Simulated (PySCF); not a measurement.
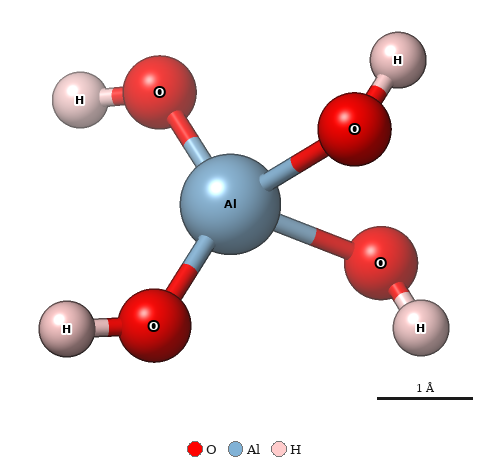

Figure 1. The structure (ball-and-stick view, seen at a tilt). Sticks mark near contacts. Bond lengths as drawn: Al–O 1.71 to 1.83 Å and H–O 0.95 to 0.97 Å.

# Run report: AlH₄O₄, interaction-energy calculation

The run: interaction-energy calculation of AlH₄O₄, multiplicity 2. Method and program: PBE0-D3(BJ)/def2-SVPD interaction energy, counterpoise and uncorrected, gas phase (PySCF 2.14.0).

The geometry comes from this level: PBE0-D3(BJ)/def2-SVPD.

The program's output:
```
part 1, own basis, geometry of the cluster
coarse grid: 6744 points
cycle   1  E = -469.1144640609  dE =  2.682e-01  |g| = 1.193e+00  |ddm| = 2.851e+00
cycle   2  E = -468.5042834633  dE =  6.102e-01  |g| = 2.090e+00  |ddm| = 3.599e+00
cycle   3  E = -469.3896527346  dE = -8.854e-01  |g| = 1.435e-01  |ddm| = 2.404e+00
cycle   4  E = -469.3916977793  dE = -2.045e-03  |g| = 1.124e-01  |ddm| = 2.261e-01
cycle   5  E = -469.3940780570  dE = -2.380e-03  |g| = 9.882e-03  |ddm| = 1.040e-01
cycle   6  E = -469.3940975055  dE = -1.945e-05  |g| = 2.799e-03  |ddm| = 1.275e-02
cycle   7  E = -469.3940984493  dE = -9.438e-07  |g| = 1.794e-03  |ddm| = 3.594e-03
final grid: 61632 points
cycle   8  E = -469.4728253782  dE = -1.386e-05  |g| = 8.196e-03  |ddm| = 3.746e-02
cycle   9  E = -469.4728038407  dE =  2.154e-05  |g| = 1.348e-02  |ddm| = 2.029e-02
cycle  10  E = -469.4728381188  dE = -3.428e-05  |g| = 4.074e-04  |ddm| = 1.277e-02
[... 3 cycles left out ...]
converged SCF energy = -469.4728381512

part 2, own basis, geometry of the cluster
coarse grid: 1712 points
[... 6 cycles left out ...]
final grid: 16584 points
[... 5 cycles left out ...]
converged SCF energy = -75.6009044595

part 1, own basis, relaxed alone
coarse grid: 6744 points
[... 6 cycles left out ...]
final grid: 61632 points
[... 5 cycles left out ...]
converged SCF energy = -469.4973099794

part 2, own basis, relaxed alone
coarse grid: 1712 points
[... 6 cycles left out ...]
final grid: 16584 points
[... 5 cycles left out ...]
converged SCF energy = -75.6009538856

cluster
final grid: 78216 points
[... 14 cycles left out ...]
converged SCF energy = -545.1445860196

cluster again from atomic densities
coarse grid: 78216 points
[... 7 cycles left out ...]
final grid: 78216 points
[... 6 cycles left out ...]
converged SCF energy = -545.1445860196

part 1 in the basis of the cluster
final grid: 78216 points
[... 6 cycles left out ...]
converged SCF energy = -469.4747923679

part 2 in the basis of the cluster
final grid: 78216 points
[... 11 cycles left out ...]
...
cycle  57  E = -75.6018138982  dE =  2.113e-07  |g| = 3.064e-04  |ddm| = 9.707e-03
cycle  58  E = -75.6018125115  dE =  1.387e-06  |g| = 4.333e-04  |ddm| = 5.803e-02
cycle  59  E = -75.6018118179  dE =  6.936e-07  |g| = 8.149e-04  |ddm| = 2.975e-02
cycle  60  E = -75.6018125422  dE = -7.243e-07  |g| = 1.128e-04  |ddm| = 2.579e-02
cycle  61  E = -75.6018113962  dE =  1.146e-06  |g| = 1.033e-03  |ddm| = 5.738e-02
cycle  62  E = -75.6018117879  dE = -3.918e-07  |g| = 6.183e-04  |ddm| = 5.242e-03
cycle  63  E = -75.6018116189  dE =  1.690e-07  |g| = 8.133e-04  |ddm| = 1.476e-02
cycle  64  E = -75.6018119299  dE = -3.110e-07  |g| = 3.115e-04  |ddm| = 1.900e-03
cycle  65  E = -75.6018119828  dE = -5.286e-08  |g| = 8.534e-06  |ddm| = 2.926e-03
cycle  66  E = -75.6018119827  dE =  4.304e-11  |g| = 1.014e-05  |ddm| = 5.010e-04
converged SCF energy = -75.6018119827

Interaction energy (kcal/mol)
  counterpoise      -43.579
  uncorrected       -45.378
  dispersion part    -0.920
  deformation        15.385
  binding           -28.195

Decomposition of the uncorrected value (kcal/mol)
  electrostatic     -48.625
  Pauli             102.582
  orbital           -98.415
  dispersion         -0.920

Charge of each part in the cluster: 0.210 -0.210
```

The run was set up as follows.

Input:
```
{"job": {"kind": "inter", "xc": "PBE0", "basis": "def2-SVPD", "disp": "d3bj"}, "charge": 0, "multiplicity": 2, "parts": [{"atoms": "0-6", "charge": 0, "multiplicity": 1}, {"atoms": "7-8", "charge": 0, "multiplicity": 2}]}
O     -1.450410     0.363268     0.722174
Al     0.205671    -0.077604     0.683497
O      0.467387    -1.321234    -0.634154
O      1.534438     0.987938     0.881250
H     -1.834840     1.129504     1.142294
H     -0.283123    -1.915220    -0.773072
H      1.541291     1.930292     0.727925
O      0.548078    -1.652731     1.551772
H      1.478787    -1.915419     1.549519
```

The first line tells a small driver script what to run in PySCF; the rest is the geometry in Å.

Launch command:
```bash
OMP_NUM_THREADS=1 python <driver script> task.json out
```

Summary:

| quantity | value |
| --- | --- |
| outcome | converged |
| total energy | −545.149027 hartree |
| interaction energy, counterpoise-corrected | −43.58 kcal/mol |
| ⟨S²⟩ | 0.758 |
| dipole moment | 0.19 D |
| hardware | 1 CPU thread, shared host |
| wall time | 72 s |
| peak memory | 0.59 GiB |
